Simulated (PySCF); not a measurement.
# [BiCl4]+: forces at shaken geometries

Aim: move all atoms of relaxed [BiCl4]+ at random and read energies and forces. The species was built from a template and needn't be a known compound.

The runs use PySCF 2.14.0; PBE, Bi def2-SVP with ECP60, Cl def2-SVP; scalar-relativistic core potentials, no spin–orbit coupling.

3 further runs of the same task are left out: 1 for a known fault of the program, 2 that didn't finish.

### 1 The system as given

5 atoms, charge 1, spin multiplicity 1.

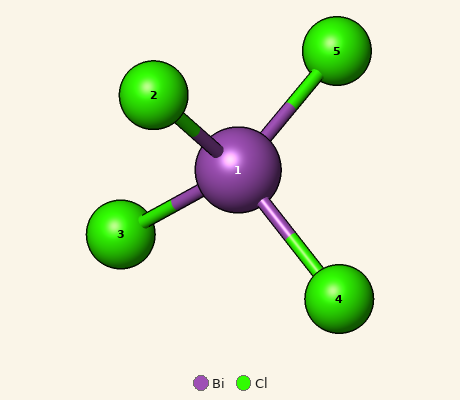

The structure; bismuth purple, chlorine green; atoms are numbered from 1 in the order of the file.

As a file:

```xyz
5

Bi    0.0052    0.2515    0.0000
Cl   -0.0240   -1.1570    1.9645
Cl   -0.0240   -1.1570   -1.9645
Cl    2.0097    1.6041    0.0000
Cl   -1.9413    1.6862    0.0000
```

Formal oxidation states: Bi +5. An earlier session relaxed this geometry at PBE, Bi def2-SVP with ECP60, Cl def2-SVP (singlet, point group Td).

Its energy there is -2053.877708 Eh.

### 2 Atoms moved at random, σ = 0.06 Å

run.py (the lines that set the calculation) reads:

```python
mol = gto.M(atom='''
Bi     0.03538     0.22926     0.02241
Cl     0.01265    -1.23396     2.01103
Cl    -0.09227    -1.17127    -1.98655
Cl     2.08370     1.67180    -0.07914
Cl    -2.01395     1.73184     0.03225''',
    basis={'Bi': 'def2-SVP', 'Cl': 'def2-SVP'},
    ecp={'Bi': 'def2-SVP'},
    charge=1, spin=0)
mf = dft.RKS(mol, xc='PBE')
mf.grids.atom_grid = (50, 194)
mf = mf.density_fit()  # fitting sets: Bi def2-universal-JKFIT, Cl def2-universal-JKFIT
mf.conv_tol = 1e-08; mf.max_cycle = 55
mf.kernel(dm0)  # dm0: the density of the relaxed state
```

Command:

```bash
$ OMP_NUM_THREADS=2 python run.py
```

Standard output:

```text
init E= -2053.75670907638
  HOMO = -0.518015025660716  LUMO = -0.486215197978903  gap/eV = 0.86532
cycle= 1 E= -2053.86664923408  delta_E= -0.11  |g|= 0.121  |ddm|= 0.326
  HOMO = -0.465330544014208  LUMO = -0.446021153461772  gap/eV = 0.52544
cycle= 2 E= -2053.8387907136  delta_E= 0.0279  |g|= 0.294  |ddm|= 0.659
  HOMO = -0.485757844333039  LUMO = -0.45135062791753  gap/eV = 0.93627
cycle= 3 E= -2053.8695954041  delta_E= -0.0308  |g|= 0.0774  |ddm|= 0.577
  HOMO = -0.482333895707266  LUMO = -0.453011377733993  gap/eV = 0.79791
cycle= 4 E= -2053.87186174666  delta_E= -0.00227  |g|= 0.0244  |ddm|= 0.183
  HOMO = -0.485076199108501  LUMO = -0.454063994264816  gap/eV = 0.84389
cycle= 5 E= -2053.87207496962  delta_E= -0.000213  |g|= 0.00776  |ddm|= 0.0514
  HOMO = -0.484997426810661  LUMO = -0.454134252145911  gap/eV = 0.83983
cycle= 6 E= -2053.8720851829  delta_E= -1.02e-05  |g|= 0.00613  |ddm|= 0.026
  HOMO = -0.484979498675138  LUMO = -0.454107965102376  gap/eV = 0.84006
cycle= 7 E= -2053.87210113192  delta_E= -1.59e-05  |g|= 0.000574  |ddm|= 0.0115
  HOMO = -0.484972808808387  LUMO = -0.454091255082812  gap/eV = 0.84033
cycle= 8 E= -2053.87210109359  delta_E= 3.83e-08  |g|= 0.000643  |ddm|= 0.0022
  HOMO = -0.484970711440063  LUMO = -0.454089331725536  gap/eV = 0.84033
cycle= 9 E= -2053.87210127038  delta_E= -1.77e-07  |g|= 5.47e-05  |ddm|= 0.00126
  HOMO = -0.484972763261912  LUMO = -0.454091060255122  gap/eV = 0.84033
cycle= 10 E= -2053.87210127134  delta_E= -9.64e-10  |g|= 1.01e-05  |ddm|= 9.79e-05
  HOMO = -0.484972661730989  LUMO = -0.454090646250783  gap/eV = 0.84034
Extra cycle  E= -2053.87210127127  delta_E= 7.87e-11  |g|= 1.64e-05  |ddm|= 4.59e-05
converged SCF energy = -2053.87210127127
```

It took 3.6 s on 2 threads of Arm Neoverse V1, shared host.

Result: E = -2053.872101 Eh (+0.153 eV from the relaxed state), HOMO -13.20 eV, LUMO -12.36 eV, Mulliken charge on Bi1 +1.02 e, largest force component 0.982 eV/Å. The gap is small, and the closed shell wasn't tested for a lower spin-broken solution.

| atom | Fx | Fy | Fz (eV/Å) |
| --- | --- | --- | --- |
| Bi1 | -0.315 | 0.663 | 0.026 |
| Cl2 | 0.040 | 0.364 | -0.469 |
| Cl3 | 0.042 | 0.231 | 0.353 |
| Cl4 | -0.750 | -0.566 | 0.058 |
| Cl5 | 0.982 | -0.693 | 0.032 |

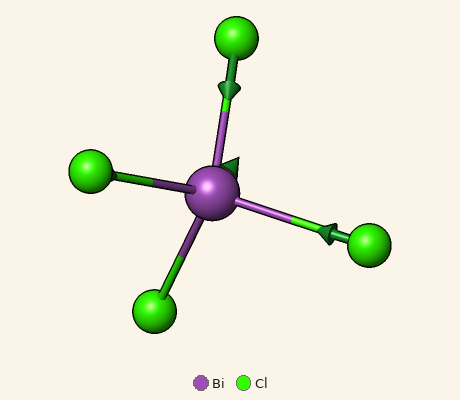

Forces as arrows, the longest for the largest force.

### 3 Atoms moved at random, σ = 0.1 Å

run.py (the lines that set the calculation) reads:

```python
mol = gto.M(atom='''
Bi    -0.01888     0.24568    -0.08572
Cl     0.11283    -1.05416     2.09797
Cl     0.07059    -1.18438    -2.03909
Cl     1.96486     1.52265     0.10378
Cl    -2.10388     1.69787    -0.07693''',
    basis={'Bi': 'def2-SVP', 'Cl': 'def2-SVP'},
    ecp={'Bi': 'def2-SVP'},
    charge=1, spin=0)
mf = dft.RKS(mol, xc='PBE')
mf.grids.atom_grid = (50, 194)
mf = mf.density_fit()  # fitting sets: Bi def2-universal-JKFIT, Cl def2-universal-JKFIT
mf.conv_tol = 1e-08; mf.max_cycle = 55
mf.kernel(dm0)  # dm0: the density of the relaxed state
```

Command:

```bash
$ OMP_NUM_THREADS=2 python run.py
```

Standard output:

```text
init E= -2053.78509114193
  HOMO = -0.512650452181126  LUMO = -0.477317067797209  gap/eV = 0.96147
cycle= 1 E= -2053.8598556999  delta_E= -0.0748  |g|= 0.153  |ddm|= 0.56
  HOMO = -0.448845364226246  LUMO = -0.439239880369498  gap/eV = 0.26138
cycle= 2 E= -2053.78668336218  delta_E= 0.0732  |g|= 0.437  |ddm|= 1.15
  HOMO = -0.482535312191298  LUMO = -0.447150240258587  gap/eV = 0.96288
cycle= 3 E= -2053.86667805883  delta_E= -0.08  |g|= 0.0867  |ddm|= 0.998
  HOMO = -0.477669553601  LUMO = -0.449762854567049  gap/eV = 0.75938
cycle= 4 E= -2053.86903176417  delta_E= -0.00235  |g|= 0.0349  |ddm|= 0.197
  HOMO = -0.481764417694287  LUMO = -0.450581410319038  gap/eV = 0.84853
cycle= 5 E= -2053.86926915362  delta_E= -0.000237  |g|= 0.0237  |ddm|= 0.101
  HOMO = -0.480661874142855  LUMO = -0.450771757430395  gap/eV = 0.81335
cycle= 6 E= -2053.86948952693  delta_E= -0.00022  |g|= 0.00832  |ddm|= 0.0585
  HOMO = -0.480778736966008  LUMO = -0.450669225107559  gap/eV = 0.81932
cycle= 7 E= -2053.86951393356  delta_E= -2.44e-05  |g|= 0.00294  |ddm|= 0.017
  HOMO = -0.480721620664535  LUMO = -0.450631276182464  gap/eV = 0.81880
cycle= 8 E= -2053.86951719485  delta_E= -3.26e-06  |g|= 0.00102  |ddm|= 0.00723
  HOMO = -0.480723890131187  LUMO = -0.450617619466973  gap/eV = 0.81923
cycle= 9 E= -2053.86951761068  delta_E= -4.16e-07  |g|= 8.11e-05  |ddm|= 0.00187
  HOMO = -0.480729885038071  LUMO = -0.450620875644207  gap/eV = 0.81931
cycle= 10 E= -2053.8695176136  delta_E= -2.92e-09  |g|= 1.88e-05  |ddm|= 0.000307
  HOMO = -0.4807294218225  LUMO = -0.450619683910938  gap/eV = 0.81933
Extra cycle  E= -2053.86951761325  delta_E= 3.5e-10  |g|= 3.39e-05  |ddm|= 9.49e-05
converged SCF energy = -2053.86951761325
```

Wall time 3.6 s (2 threads of Arm Neoverse V1, shared host).

Read off: E = -2053.869518 Eh (+0.223 eV from the relaxed state), HOMO -13.08 eV, LUMO -12.26 eV, Mulliken charge on Bi1 +1.02 e, largest force component 1.360 eV/Å. The gap is small, and the closed shell wasn't tested for a lower spin-broken solution.

```
atom      Fx      Fy  Fz (eV/Å)
 Bi1  -1.360  -0.375      1.194
 Cl2  -0.180   0.504     -1.075
 Cl3  -0.027   0.031      0.045
 Cl4   0.588   0.505     -0.107
 Cl5   0.979  -0.665     -0.058
```

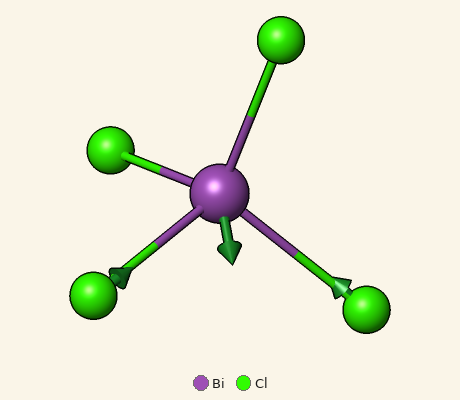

Forces as arrows, the longest for the largest force.

### 4 Atoms moved at random, σ = 0.03 Å

run.py (the lines that set the calculation) reads:

```python
mol = gto.M(atom='''
Bi    -0.02323     0.27313     0.03323
Cl    -0.06347    -1.14358     1.97275
Cl     0.00833    -1.17213    -1.99318
Cl     2.02810     1.62413    -0.01169
Cl    -1.92421     1.64611    -0.00112''',
    basis={'Bi': 'def2-SVP', 'Cl': 'def2-SVP'},
    ecp={'Bi': 'def2-SVP'},
    charge=1, spin=0)
mf = dft.RKS(mol, xc='PBE')
mf.grids.atom_grid = (50, 194)
mf = mf.density_fit()  # fitting sets: Bi def2-universal-JKFIT, Cl def2-universal-JKFIT
mf.conv_tol = 1e-08; mf.max_cycle = 55
mf.kernel(dm0)  # dm0: the density of the relaxed state
```

Command:

```bash
$ OMP_NUM_THREADS=2 python run.py
```

Standard output:

```text
init E= -2053.86975405999
  HOMO = -0.49418090036929  LUMO = -0.445131042234146  gap/eV = 1.33471
cycle= 1 E= -2053.8709520906  delta_E= -0.0012  |g|= 0.0931  |ddm|= 0.225
  HOMO = -0.463366343073389  LUMO = -0.439133760851912  gap/eV = 0.65940
cycle= 2 E= -2053.84063275496  delta_E= 0.0303  |g|= 0.285  |ddm|=  0.7
  HOMO = -0.486003909346352  LUMO = -0.441460749725532  gap/eV = 1.21208
cycle= 3 E= -2053.87431176484  delta_E= -0.0337  |g|= 0.0328  |ddm|= 0.546
  HOMO = -0.485031474008067  LUMO = -0.442009329939958  gap/eV = 1.17069
cycle= 4 E= -2053.87452473971  delta_E= -0.000213  |g|= 0.0213  |ddm|= 0.0878
  HOMO = -0.486075628449866  LUMO = -0.442096696659024  gap/eV = 1.19673
cycle= 5 E= -2053.8746968501  delta_E= -0.000172  |g|= 0.00585  |ddm|= 0.045
  HOMO = -0.486152028147539  LUMO = -0.44208456812358  gap/eV = 1.19914
cycle= 6 E= -2053.87470771547  delta_E= -1.09e-05  |g|= 0.0028  |ddm|= 0.0133
  HOMO = -0.486191921117906  LUMO = -0.442100180169181  gap/eV = 1.19980
cycle= 7 E= -2053.87471038149  delta_E= -2.67e-06  |g|= 0.000845  |ddm|= 0.00564
  HOMO = -0.486180296733516  LUMO = -0.442099928769259  gap/eV = 1.19949
cycle= 8 E= -2053.87471063151  delta_E= -2.5e-07  |g|= 0.000339  |ddm|= 0.00196
  HOMO = -0.486174386326827  LUMO = -0.442093026688409  gap/eV = 1.19951
cycle= 9 E= -2053.87471067621  delta_E= -4.47e-08  |g|= 1.79e-05  |ddm|= 0.00059
  HOMO = -0.486174724270304  LUMO = -0.44209367753276  gap/eV = 1.19951
cycle= 10 E= -2053.87471067634  delta_E= -1.31e-10  |g|= 3.27e-06  |ddm|= 4.06e-05
  HOMO = -0.48617439097932  LUMO = -0.442093458244941  gap/eV = 1.19950
Extra cycle  E= -2053.87471067634  delta_E= 7.73e-12  |g|= 3.7e-06  |ddm|= 9.82e-06
converged SCF energy = -2053.87471067634
```

Run time: 3.7 s. Hardware: 2 threads of Arm Neoverse V1, shared host.

Result: E = -2053.874711 Eh (+0.082 eV from the relaxed state), HOMO -13.23 eV, LUMO -12.03 eV, Mulliken charge on Bi1 +1.02 e, largest force component 1.321 eV/Å. 

| atom | Fx | Fy | Fz (eV/Å) |
| --- | --- | --- | --- |
| Bi1 | 1.321 | -0.785 | -0.872 |
| Cl2 | -0.006 | -0.100 | 0.185 |
| Cl3 | -0.037 | 0.448 | 0.642 |
| Cl4 | -0.401 | -0.225 | 0.047 |
| Cl5 | -0.877 | 0.662 | -0.003 |

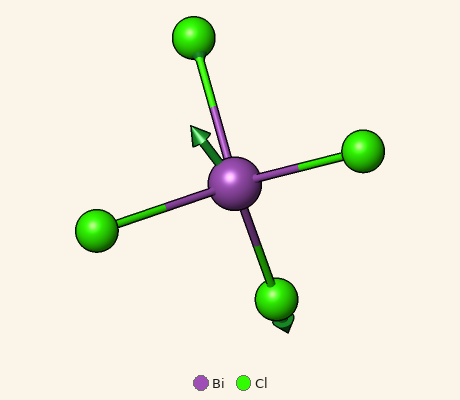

Forces as arrows, the longest for the largest force.

### 5 Results

| σ (Å) | energy rise (eV) | harmonic estimate −½ F·u (eV) | largest force component (eV/Å) |
| --- | --- | --- | --- |
| 0.06 | 0.153 | 0.143 | 0.98 |
| 0.1 | 0.223 | 0.216 | 1.36 |
| 0.03 | 0.082 | 0.082 | 1.32 |

Every displacement raises the energy. For a harmonic well the rise equals −½ F·u; the two differ by at most 6 % here (a move with σ = 0.06 Å), from anharmonicity, the grid and the small forces left at the relaxed point. The bases are small and lack diffuse functions. Spin–orbit coupling is left out.
